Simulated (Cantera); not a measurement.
A closed system holds: 1 mol Si, 6.5 mol NF3, 0.00021 mol N2, at 133 Pa.

Method: chemical equilibrium by Gibbs-energy minimisation in Cantera with the NASA 1993 tables (ideal gas, pure condensed phases). Candidate condensed phases: Si, Si3N4; 16 gas species. Equilibrium is a limit: real reactors are often held back by kinetics, nucleation or transport.

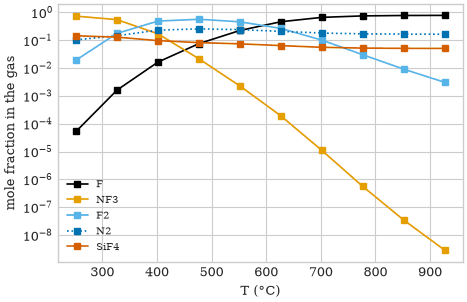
Equilibrium gas composition (values under 1e-9 drawn at 1e-9)

From 252 °C to 927 °C nothing is condensed. The main Si-bearing gas is SiF4 throughout.
